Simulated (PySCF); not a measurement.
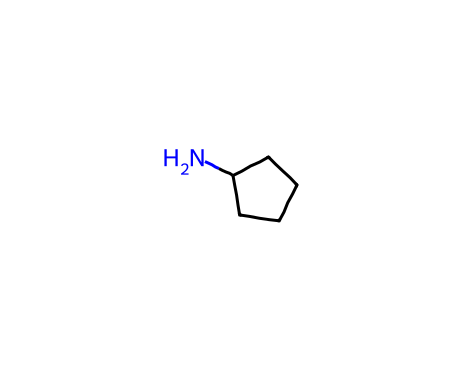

Write the SMILES.

Answer. NC1CCCC1

Give the formula, hydrogens included.

Answer. C5H11N.

The parts below concern this one geometry. Atoms keep their numbers from picture to picture. The computed structure is the end point of a PBE0-D3(BJ)/def2-SVP optimisation. No frequency run is at hand to confirm it as a minimum.

### Shape

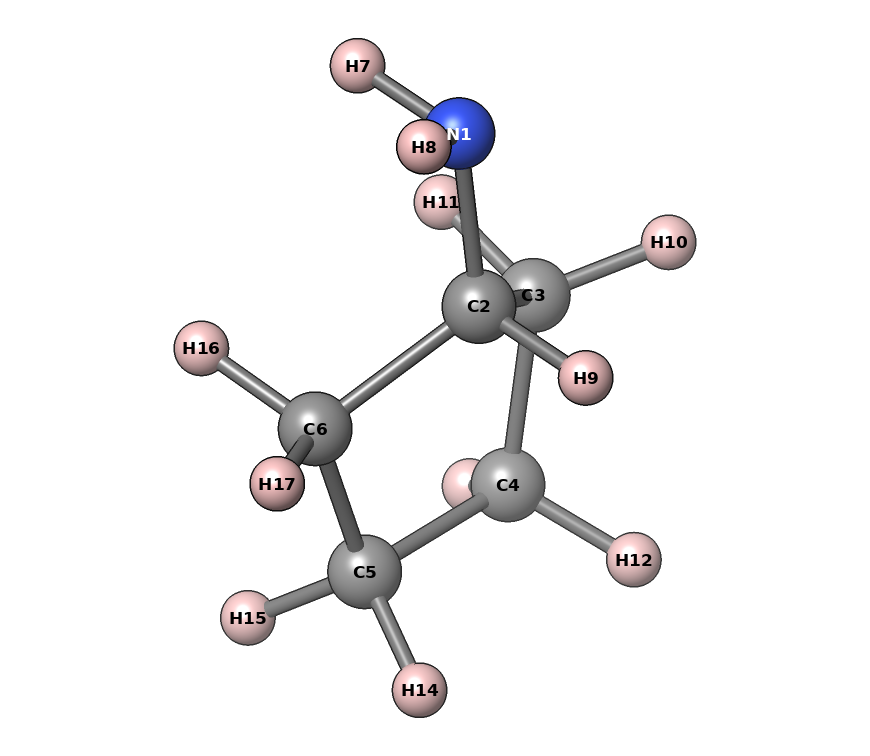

C3 lies behind C2. The molecule seen a little off the C2–C3 bond, C2 in front. Depth is shown by fading: the farther an atom, the more it takes the colour of the background. No frequency run is at hand to confirm it as a minimum.

What is the torsion angle N1–C2–C3–C4? The sign is positive where the front bond must turn clockwise to cover the back bond.

Answer. −168°, antiperiplanar (anti). The bonds about C2–C3 are staggered.

### NMR shielding

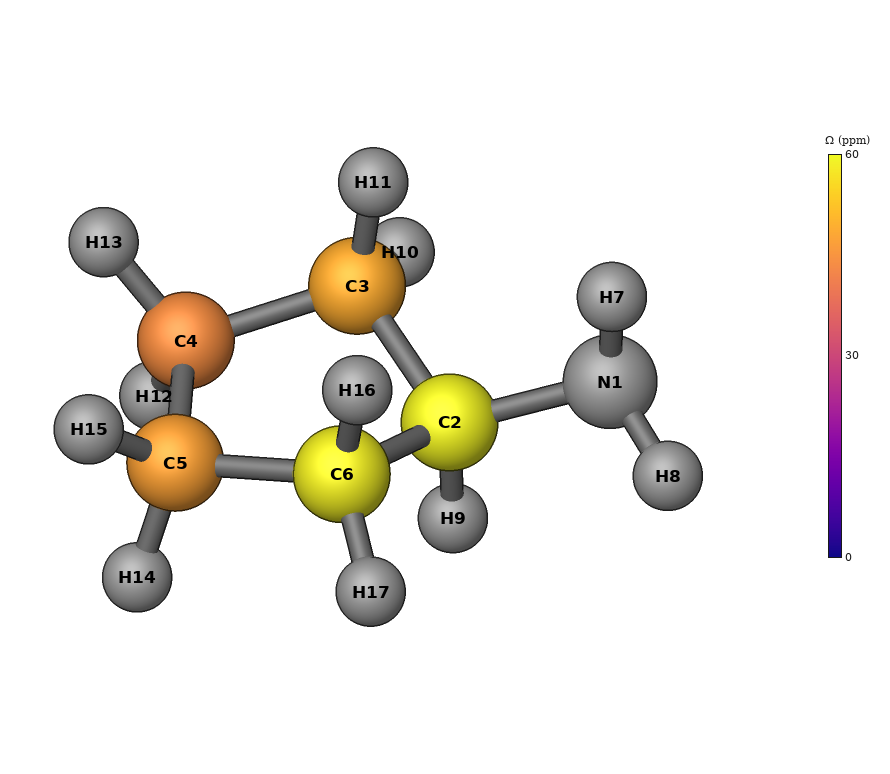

The C atoms are coloured by the span of their shielding tensor. No frequency run is at hand to confirm it as a minimum. Level of theory: GIAO BLYP/pcSseg-1 NMR shielding, non-relativistic, gas phase (PySCF 2.14.0). Principal shieldings σ11 ≤ σ22 ≤ σ33, span Ω = σ33 − σ11, skew κ = 3(σiso − σ22)/Ω.

Give the shielding tensors of the C atoms.

```tsv
atom	σ11	σ22	σ33	σiso	Ω	κ
C2	80.5	116.2	139.6	112.1	59.1	−0.21
C3	110.5	135.8	159.3	135.2	48.8	−0.03
C4	122.3	158.5	166.3	149.0	44.0	−0.64
C5	120.3	159.5	167.5	149.1	47.2	−0.66
C6	101.0	125.1	159.7	128.6	58.6	0.18
```

Shieldings and span in ppm.

### Electronic properties

No frequency run is at hand to confirm it as a minimum. Properties computed with BLYP/pcSseg-1, gas phase (PySCF 2.14.0).

Computed properties:

- dipole moment: 1.18 D
- HOMO energy (Kohn–Sham orbital): −5.04 eV
- LUMO energy (Kohn–Sham orbital): 0.50 eV
- HOMO–LUMO gap: 5.54 eV

### Ring current

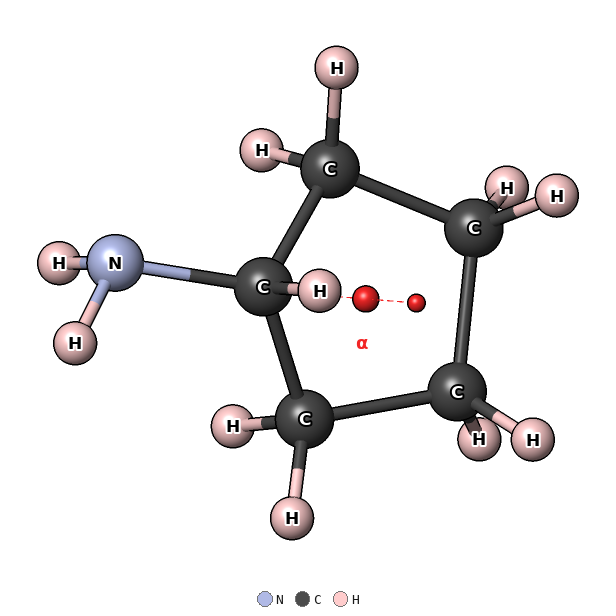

The small points mark where nucleus-independent chemical shifts (NICS) were computed: at the centre of each lettered ring and 1 Å above and below it. No frequency run is at hand to confirm it as a minimum. Properties computed with GIAO OPBE/pcSseg-1 NMR shielding, non-relativistic, gas phase (PySCF 2.14.0).

Give NICS(0), NICS(1) and the out-of-plane component NICS(1)zz for each ring (means of the two sides).

| ring | members | NICS(0) | NICS(1) | NICS(1)zz |
| --- | --- | --- | --- | --- |
| α | C5 | −5.2 | −3.7 | −2.5 |

Values in ppm.

What do the values say about the ring currents?

Answer. Ring α: weak, as in a non-aromatic ring. NICS is one index among several.
